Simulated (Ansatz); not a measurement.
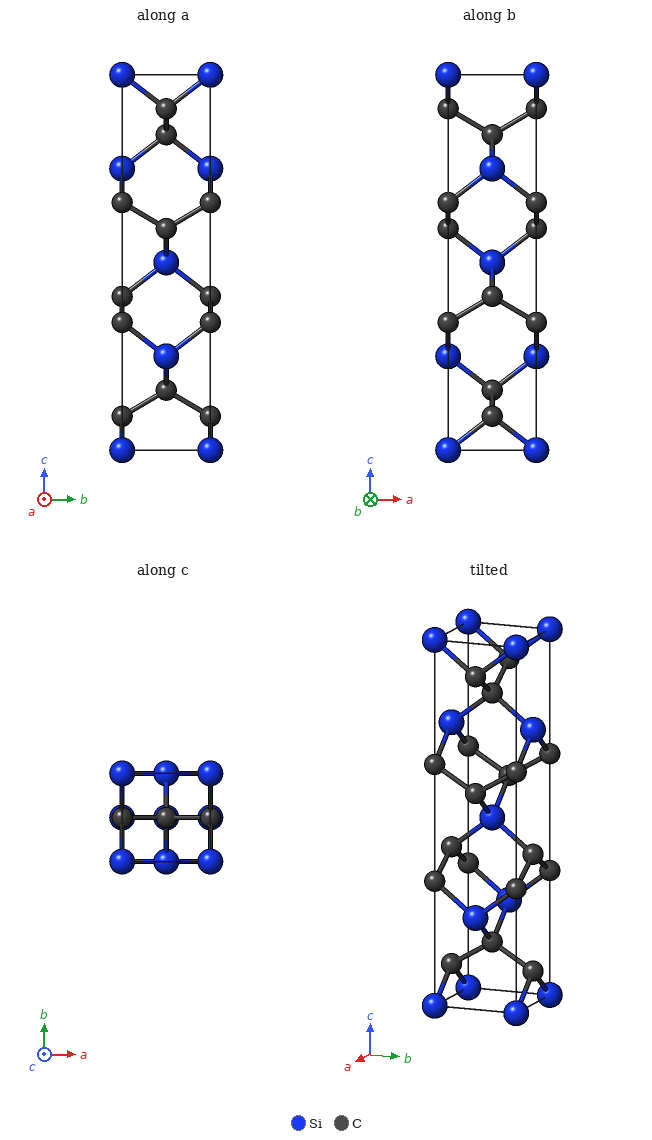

We look at a ball-and-stick model of the crystal along the a axis, along the b axis, along the c axis and slightly off an axis. Lines trace the edges of the conventional unit cell.

Lattice parameters: a = 2.9452 Å, b = 2.9452 Å, c = 12.5388 Å, α = 90.000°, β = 90.000°, γ = 90.000°.

Q: Transcribe the picture into a CIF with its space group and independent sites, with free fractional coordinates to two decimals.

A:
```cif
data_structure
_symmetry_space_group_name_H-M 'I 41/a m d :1'
_symmetry_Int_Tables_number 141
_cell_length_a 2.9452
_cell_length_b 2.9452
_cell_length_c 12.5388
_cell_angle_alpha 90.000
_cell_angle_beta 90.000
_cell_angle_gamma 90.000
_cell_volume 108.77
loop_
_atom_site_label
_atom_site_type_symbol
_atom_site_symmetry_multiplicity
_atom_site_Wyckoff_symbol
_atom_site_fract_x
_atom_site_fract_y
_atom_site_fract_z
_atom_site_occupancy
Si1 Si 4 a 0.00 0.00 0.00 1
C1 C 8 e 0.50 0.50 0.16 1
```

The structure was taken from a structure type filled with these elements by a generator (whether the compound takes this form wasn't checked). The picture shows the end point of a geometry optimisation with DFT PBE, scalar-relativistic, plane waves, PAW in Ansatz.
